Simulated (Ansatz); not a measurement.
# One shape, several levels: [P2H3]− (SMILES [PH-]P)

Aim: a comparison of 6 runs (HF/STO-3G, UMP2/STO-3G, CCSDT(Q)/STO-3G, CCSDTQ/STO-3G, CCSD(T)/STO-3G, FCI/STO-3G) of [P2H3]−. 

Program for the calculation: Ansatz 0.2.0.

1 further run of the same task is left out (it didn't finish).

## (1) The structure to begin with

The species is [P2H3]− (5 atoms), meant as a singlet with charge -1. As SMILES, `[PH-]P`. The H3–P1 distance was set to 2.739 Å, away from the relaxed value. At this shape a bond of the SMILES string is far longer than usual.

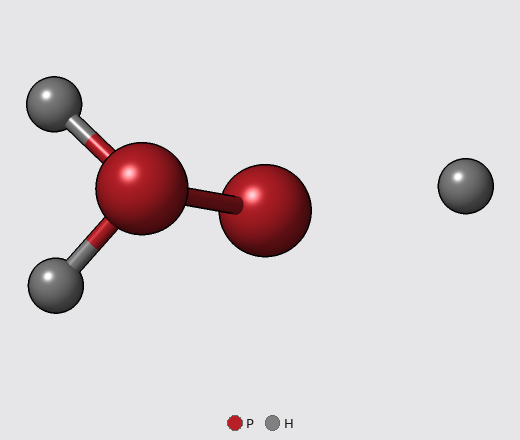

Viewed from a chosen angle; phosphorus red, hydrogen grey.

## (2) A single-point energy at HF/STO-3G (run 1)

molecule.yaml

```yaml
crystal:
  periodic: [false, false, false]
  atoms:
    - {symbol: P, position_ang: [1.300796, -0.756260, -1.076746]}
    - {symbol: P, position_ang: [0.033096, 0.899400, -1.144486]}
    - {symbol: H, position_ang: [0.279530, -1.462550, 1.364400]}
    - {symbol: H, position_ang: [-0.473244, 0.823310, -2.448736]}
    - {symbol: H, position_ang: [0.902316, 1.908660, -1.576666]}
basis:
  gaussian:
    orbitals: STO-3G
total_charge: -1
hamiltonian:
  xc: hf
accuracy: high
```

Run with:

```console
$ ansatz run molecule.yaml --threads 1 --pin off --max-ram 2610MiB --events-out events.jsonl --progress --plain --runs-dir runs
```

The program printed:

```text
Warning: RAYON_NUM_THREADS=1 ignored (pool sized by the plan → 1); use --threads N
Functional definition: HF
  name "HF"
  exchange = exact_x
  correlation = 0
368 factors; integrals over basis functions are off by at most 3.1e-9 eV
mean field evaluation 1: about -18369.0010 eV, gradient 1.3e1 eV
mean field evaluation 2: about -18369.0405 eV, gradient 1.3e1 eV
mean field evaluation 4: about -18371.1810 eV, gradient 1.2e0 eV
mean field evaluation 8: about -18371.1956 eV, gradient 4.3e-2 eV
mean field -18371.19560720 eV, -675.1289861211 hartree, gradient 2.7e-8 eV, S^2 0.000000; 0 other end points of the search recorded, 0 dependent functions left out
reference -18371.19560720 eV, -675.1289861211 hartree; 17, 17 occupied and 4, 4 virtual orbitals, 368 factors
Total energy: -18371.19560720 eV, -675.1289861211 hartree
```

Wall time 0.1 s (1 thread of Intel Xeon 6975P-C (Granite Rapids), shared host).

## (3) The energy at UMP2/STO-3G (run 2)

input.yaml

```yaml
crystal:
  periodic: [false, false, false]
  atoms:
    - {symbol: P, position_ang: [1.300796, -0.756260, -1.076746]}
    - {symbol: P, position_ang: [0.033096, 0.899400, -1.144486]}
    - {symbol: H, position_ang: [0.279530, -1.462550, 1.364400]}
    - {symbol: H, position_ang: [-0.473244, 0.823310, -2.448736]}
    - {symbol: H, position_ang: [0.902316, 1.908660, -1.576666]}
basis:
  gaussian:
    orbitals: STO-3G
total_charge: -1
magnetization:
  spin_polarized: true
correlation:
  method: mp2
  frozen_orbitals: {H: 0, P: 5}
accuracy: high
```

Run with:

```console
$ ansatz run input.yaml --threads 1 --pin off --max-ram 2610MiB --events-out events.jsonl --progress --plain --runs-dir runs
```

The program printed:

```text
Warning: RAYON_NUM_THREADS=1 ignored (pool sized by the plan → 1); use --threads N
[... 4 set-up lines as earlier in the session ...]
368 factors; integrals over basis functions are off by at most 3.1e-9 eV
mean field evaluation 1: about -18369.0010 eV, gradient 9.5e0 eV
mean field evaluation 2: about -18369.0405 eV, gradient 9.5e0 eV
mean field evaluation 4: about -18371.1810 eV, gradient 8.2e-1 eV
mean field evaluation 8: about -18371.1956 eV, gradient 1.4e-2 eV
mean field evaluation 16: about -18371.2866 eV, gradient 5.5e-1 eV
mean field evaluation 32: about -18372.8047 eV, gradient 4.2e-1 eV
mean field evaluation 64: about -18372.8185 eV, gradient 1.3e-1 eV
mean field evaluation 96: about -18371.1956 eV, gradient 2.5e-5 eV
mean field -18372.80709625 eV, -675.1882072512 hartree, gradient 2.1e-8 eV, S^2 0.883718; 12 other end points of the search recorded, 0 dependent functions left out
10 core orbitals not correlated: weight in the atoms' cores, before any rotation towards them, 1.000 or more for the frozen orbitals, at most 0.000 for the correlated occupied ones
reference -18372.80709625 eV, -675.1882072512 hartree; 7, 7 occupied and 4, 4 virtual orbitals, 368 factors
second order -1.22297796 eV of doubles, -0.00000000 eV of singles
Total energy: -18374.03007421 eV, -675.2331508625 hartree
```

It took 0.3 s on 1 thread of Intel Xeon 6975P-C (Granite Rapids), shared host.

Runs 3 to 5 aren't shown in full; the table further down has their settings and results.

## (4) The energy at FCI/STO-3G (run 6)

input.yaml, as its differences from that of step 3:

```diff
@@ -13,5 +13,5 @@
 magnetization:
-  spin_polarized: true
+  spin_polarized: false
 correlation:
-  method: mp2
+  method: fci
   frozen_orbitals: {H: 0, P: 5}
```

Run with:

```console
$ ansatz run input.yaml --threads 1 --pin off --max-ram 2610MiB --events-out events.jsonl --progress --plain --runs-dir runs
```

The program printed:

```text
Warning: RAYON_NUM_THREADS=1 ignored (pool sized by the plan → 1); use --threads N
[... 4 set-up lines as earlier in the session ...]
368 factors; integrals over basis functions are off by at most 3.1e-9 eV
mean field evaluation 1: about -18369.0010 eV, gradient 1.3e1 eV
mean field evaluation 2: about -18369.0405 eV, gradient 1.3e1 eV
mean field evaluation 4: about -18371.1810 eV, gradient 1.2e0 eV
mean field evaluation 8: about -18371.1956 eV, gradient 4.3e-2 eV
mean field -18371.19560720 eV, -675.1289861211 hartree, gradient 2.7e-8 eV, S^2 0.000000; 0 other end points of the search recorded, 0 dependent functions left out; unrestricted orbitals would lower it
mean field evaluation 16: about -18371.5979 eV, gradient 1.2e1 eV
unrestricted determinant -18372.80709625 eV, -675.1882072512 hartree, S^2 0.8837
10 core orbitals not correlated: weight in the atoms' cores, before any rotation towards them, 1.000 or more for the frozen orbitals, at most 0.000 for the correlated occupied ones
reference -18371.19560720 eV, -675.1289861211 hartree; 7, 7 occupied and 4, 4 virtual orbitals, 368 factors
state -18374.93535820 eV, -675.2664194354 hartree
Total energy: -18374.93535820 eV, -675.2664194354 hartree
```

Wall time 0.44 s (1 thread of Intel Xeon 6975P-C (Granite Rapids), shared host).

## (5) Overview of the runs

```
run            level  frozen core orbitals  energy (Eh)  wall time
  1        HF/STO-3G                     –  -675.128986      0.1 s
  2      UMP2/STO-3G                    10  -675.233151      0.3 s
  3  CCSDT(Q)/STO-3G                    10  -675.266409      0.2 s
  4    CCSDTQ/STO-3G                    10  -675.266406      2.2 s
  5   CCSD(T)/STO-3G                    10  -675.267619     0.14 s
  6       FCI/STO-3G                    10  -675.266419     0.44 s
```

## (6) Summary of results

| quantity | value |
| --- | --- |
| run 6: total energy | -675.26642 Eh |
| run 6: correlation energy (10 core orbitals frozen) | -137.4 mEh |

**Reading.** Against full CI in this basis: HF +137.4 mEh; UMP2 +33.3 mEh; CCSDT(Q) +0.0 mEh; CCSDTQ +0.0 mEh; CCSD(T) -1.2 mEh. In run 5 the T1 diagnostic is large, so a single reference may not serve. In runs 3, 4, 5 the log says that unrestricted orbitals would lower the reference, so the values rest on an unstable closed-shell determinant (other closed-shell runs at this shape may share the fault). In runs 1, 2, 3, 4, 5, 6 the basis is minimal, so the values are rough. Spin contamination of the reference: run 2 ⟨S²⟩ = 0.88. Where it is this large, the reference is a mixture of spin states, and values that rest on it are in doubt. All runs together took 3.4 s, the longest 2.2 s.
